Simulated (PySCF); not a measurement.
# NH (imidogen): U-wB97M-V/aug-cc-pVTZ

Aim: the vertical electron affinity of NH (imidogen) at U-wB97M-V/aug-cc-pVTZ, from 2 runs. The job is set up through a Python script.

The results are computed with PySCF 2.14.0.

3 further runs of the same task are left out: 3 set aside as unsound or not needed. Runs told in other sessions of the task aren't counted.

### Step 1. The system as given

The species is NH (2 atoms), meant as a triplet with charge 0. SMILES: `[NH]`. Geometry: the measured bond length.

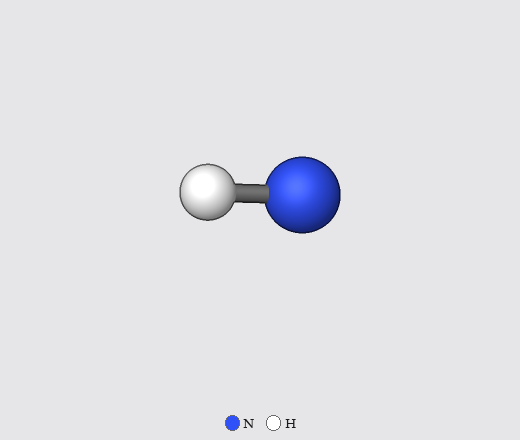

The structure, seen from a chosen angle (nitrogen blue, hydrogen white).

### Step 2. The energy at U-wB97M-V/aug-cc-pVTZ

File input.py:

```python
# imidogen
from pyscf import gto, dft

system = gto.M(
    atom='''
N    0.000000   0.000000   0.000000
H    0.000000   0.000000   1.036210
''',
    verbose=3,
    max_memory=1860,
    charge=0,
    basis='aug-cc-pvtz',
    spin=2,
)

calc0 = dft.UKS(system)
calc0.xc = 'wb97m-v'
calc0.nlcgrids.level = 1
calc0.conv_tol = 1e-10
calc0.grids.level = 5
calc0.kernel()
if not calc0.converged:
    calc0 = calc0.newton().run(calc0.mo_coeff, calc0.mo_occ)

etot = calc0.e_tot
print(f'total energy: {etot:.8f} hartree')
```

Command:

```sh
$ OMP_NUM_THREADS=1 python input.py
```

Log:

```text
WARN: HOMO -0.223825954601023 >= LUMO -0.22382595460103

converged SCF energy = -55.2212905892185  <S^2> = 2.0060321  2S+1 = 3.0040187
total energy: -55.22129059 hartree
```

It took 14 s on 1 thread of Arm Neoverse V1, shared host; peak memory 0.36 GiB.

### Step 3. The doublet anion, same level

File job.py:

```python
from pyscf import gto, dft

mol = gto.Mole()
mol.atom = '''
N        0.000000       0.000000       0.000000
H        0.000000       0.000000       1.036210
'''
mol.basis = 'aug-cc-pvtz'
mol.spin = 1
mol.max_memory = 1860
mol.verbose = 4
mol.charge = -1
mol.build()

myscf = dft.UKS(mol)
myscf.xc = 'wb97m-v'
myscf.grids.level = 5
myscf.nlcgrids.level = 1
myscf.conv_tol = 1e-10
myscf.kernel()
if not myscf.converged:
    myscf = myscf.newton().run(myscf.mo_coeff, myscf.mo_occ)

etot = myscf.e_tot
print('E(%s) = %.9f' % ('WB97M-V', etot))
```

Command:

```sh
$ OMP_NUM_THREADS=1 python job.py
```

Log:

```text
PySCF version 2.14.0

[INPUT] num. atoms = 2
[INPUT] num. electrons = 9
[INPUT] charge = -1
[INPUT] spin (= nelec alpha-beta = 2S) = 1
[INPUT] symmetry False subgroup None
[INPUT] Mole.unit = angstrom
[INPUT] Symbol           X                Y                Z      unit          X                Y                Z       unit  Magmom
[INPUT]  1 N      0.000000000000   0.000000000000   0.000000000000 AA    0.000000000000   0.000000000000   0.000000000000 Bohr   0.0
[INPUT]  2 H      0.000000000000   0.000000000000   1.036210000000 AA    0.000000000000   0.000000000000   1.958153107536 Bohr   0.0

nuclear repulsion = 3.57479707437682
number of shells = 22
number of NR pGTOs = 83
number of NR cGTOs = 69
basis = aug-cc-pvtz
ecp = {}

******** <class 'pyscf.dft.uks.UKS'> ********
method = UKS
initial guess = minao
damping factor = 0
level_shift factor = 0
DIIS = <class 'pyscf.scf.diis.CDIIS'>
diis_start_cycle = 1
diis_space = 8
diis_damp = 0
SCF conv_tol = 1e-10
SCF conv_tol_grad = None
SCF max_cycles = 50
direct_scf = True
direct_scf_tol = 1e-13
number electrons alpha = 5  beta = 4
XC library pyscf.dft.libxc version 7.0.0
    S. Lehtola, C. Steigemann, M. J.T. Oliveira, and M. A.L. Marques.,  SoftwareX 7, 1–5 (2018)
XC functionals = wb97m-v
radial grids:
    Treutler-Ahlrichs [JCP 102, 346 (1995); DOI:10.1063/1.469408] (M4) radial grids

becke partition: Becke, JCP 88, 2547 (1988); DOI:10.1063/1.454033
pruning grids: <function nwchem_prune>
grids dens level: 5
symmetrized grids: False
atomic radii adjust function: <function treutler_atomic_radii_adjust>
** Following is NLC and NLC Grids **
NLC functional = wb97m-v
radial grids:
    Treutler-Ahlrichs [JCP 102, 346 (1995); DOI:10.1063/1.469408] (M4) radial grids

becke partition: Becke, JCP 88, 2547 (1988); DOI:10.1063/1.454033
pruning grids: <function nwchem_prune>
grids dens level: 1
symmetrized grids: False
atomic radii adjust function: <function treutler_atomic_radii_adjust>
small_rho_cutoff = 0
Set gradient conv threshold to 1e-05
tot grids = 65656
tot grids = 7592
init E= -54.9082115321585
[... the frontier-level lines of each cycle are left out ...]



cycle= 1 E= -55.158345570629  delta_E= -0.25  |g|= 0.319  |ddm|= 0.604
cycle= 2 E= -55.1331082349523  delta_E= 0.0252  |g|= 0.452  |ddm|= 0.559
cycle= 3 E= -55.2322432098637  delta_E= -0.0991  |g|= 0.0272  |ddm|= 0.273
cycle= 4 E= -55.2326934238658  delta_E= -0.00045  |g|= 0.0105  |ddm|= 0.0689
cycle= 5 E= -55.2328182116205  delta_E= -0.000125  |g|= 0.00322  |ddm|= 0.0174
cycle= 6 E= -55.2328518801687  delta_E= -3.37e-05  |g|= 0.00134  |ddm|= 0.00948
cycle= 7 E= -55.2328600820944  delta_E= -8.2e-06  |g|= 0.000324  |ddm|= 0.00654
cycle= 8 E= -55.2328605414346  delta_E= -4.59e-07  |g|= 9.29e-05  |ddm|= 0.00161
cycle= 9 E= -55.2328605782344  delta_E= -3.68e-08  |g|= 1.78e-05  |ddm|= 0.000462
cycle= 10 E= -55.2328605793492  delta_E= -1.11e-09  |g|= 3.85e-06  |ddm|= 8.3e-05
cycle= 11 E= -55.232860579397  delta_E= -4.78e-11  |g|= 7.99e-07  |ddm|= 1.88e-05
Extra cycle  E= -55.2328605793988  delta_E= -1.78e-12  |g|= 4.04e-07  |ddm|= 3e-06
converged SCF energy = -55.2328605793988  <S^2> = 0.75841602  2S+1 = 2.0083984
E(WB97M-V) = -55.232860579
```

Wall time 17 s (1 thread of Arm Neoverse V1, shared host); peak memory 0.36 GiB.

### Step 4. Summary of results

At U-wB97M-V/aug-cc-pVTZ:

| quantity | value |
| --- | --- |
| triplet NH: total energy | -55.22129 Eh |
| triplet NH: dipole moment | 1.54 D |
| triplet NH: HOMO energy (highest over α and β) | -12.00 eV |
| triplet NH: LUMO energy (lowest over α and β) | -0.64 eV |
| triplet NH: ⟨S²⟩ | 2.006 |
| doublet anion: total energy | -55.23286 Eh |
| doublet anion: HOMO energy (highest over α and β) | -0.35 eV |
| doublet anion: LUMO energy (lowest over α and β) | 4.06 eV |
| doublet anion: ⟨S²⟩ | 0.758 |
| vertical electron affinity (to the doublet anion) | 0.315 eV |

At fixed nuclei the extra electron is bound by 0.31 eV (7.3 kcal/mol).
